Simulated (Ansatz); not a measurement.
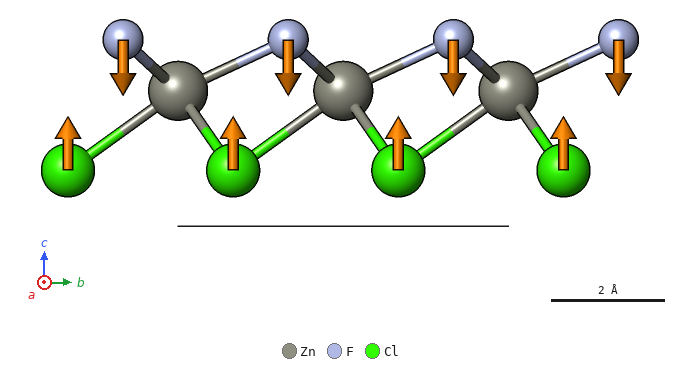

This is a relaxation of a slab of composition ZnClF. The starting structure is drawn; orange arrows show the displacements (the part carried along by the change of the cell is left out), magnified 50 times.

A ball-and-stick model of the 2 × 2 repeat of the cell, outlined in the plane, without the vacuum, seen along the a axis.

All numbers below come from DFT, LDA, plane waves, PAW in Ansatz.

The input:
```yaml
crystal:
  lattice:
    - [3.4023583732, 0.0, 0.0]
    - [-1.7011791866, 2.946528784, 0.0]
    - [0.0, 0.0, 28.3494234352]
  atoms:
    - { symbol: Zn, position: [0.0, 0.0, 0.3234018744] }
    - { symbol: F, position: [0.3333333333, 0.6666666667, 0.3556394142] }
    - { symbol: Cl, position: [0.6666666667, 0.3333333333, 0.2733590331] }
  periodic: [true, true, false]
kpoints:
  mp_grid: { grid: [12, 12, 1] }
hamiltonian:
  xc: lda
scf:
  occupations: { method: fermi_dirac, width: 0.02 }
relax:
  f_tol: 0.005
  cell: {}
```

Command:
```bash
ansatz run input.yaml --threads 4 --pin off --max-ram 5529MiB --backend cpu --events-out ev --progress --plain --runs-dir out
```

Question: What did the optimiser do to the structure, and how much energy did it gain?

Answer: The energy falls by 96.4 meV per cell of the calculation in 5 accepted moves (7 points after the start). Largest force component: 0.63 eV/Å at the start, 0.00033 eV/Å at the end. The SCF was repeated twice at an unchanged geometry on a basis and grid sized afresh for the cell, which shifted the energy by 5.5 meV per cell of the calculation at most. The atom that moves furthest relative to the cell and the layer's centre is F2 (0.020 Å along the normal (−c)). Largest moves by element: F 0.020 Å, Cl 0.020 Å, Zn 0.001 Å. In the plane the drawn cell goes a 6.805 → 6.574 Å (−3.4 %), b 6.805 → 6.574 Å (−3.4 %). Near-neighbour distances that change, for instance: Zn1–F2 2.167 → 2.097 Å, Zn1–Cl3 2.423 → 2.358 Å.
